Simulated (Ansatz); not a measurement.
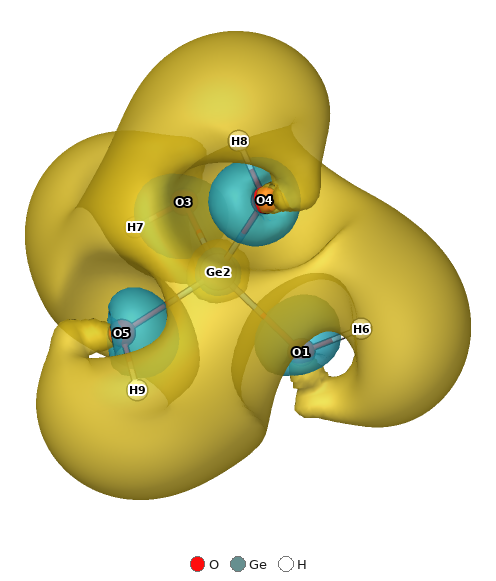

Figure. GeH$_{4}$O$_{4}$ (SMILES [OH][Ge]([OH])([OH])[OH]). The LUMO at ±0.06 Å⁻³ᐟ² (yellow and cyan are the two phases), seen at an oblique angle.

Geometry: PBE0-D4/def2-TZVP.

These are results of RKS PBE0-D4/def2-TZVPP in Ansatz, not measurements.

Input

```
crystal:
  periodic: [false, false, false]
  atoms:
    - {symbol: O, position_ang: [-0.119744, 1.513506, -0.880634]}
    - {symbol: Ge, position_ang: [0.000079, -0.000093, 0.000029]}
    - {symbol: O, position_ang: [1.488774, -0.906312, -0.208440]}
    - {symbol: O, position_ang: [-1.285849, -1.025086, -0.613669]}
    - {symbol: O, position_ang: [-0.083065, 0.417853, 1.702781]}
    - {symbol: H, position_ang: [-0.492129, 1.390323, -1.757794]}
    - {symbol: H, position_ang: [2.157538, -0.651431, 0.432696]}
    - {symbol: H, position_ang: [-1.074189, -1.958289, -0.526585]}
    - {symbol: H, position_ang: [-0.591426, 1.219529, 1.851606]}
basis:
  gaussian: {orbitals: def2-TZVPP}
hamiltonian: {xc: pbe0, dispersion: d4}
output: {orbitals: {seedname: orbitals}}
```

Run with:

```sh
ansatz run in.yaml --threads 4 --pin off --events-out ev --progress --plain --max-ram 10444MiB
```

Where does this orbital lie, and at what energy?

Answer. By Hirshfeld shares it lies mainly on Ge2 (about 30 %), O1 (about 10 %), O3 (about 10 %), O4 (about 10 %), O5 (about 10 %), H6 (about 10 %), H7 (about 10 %), H8 (about 10 %) and H9 (about 10 %). Its energy is −0.28 eV.
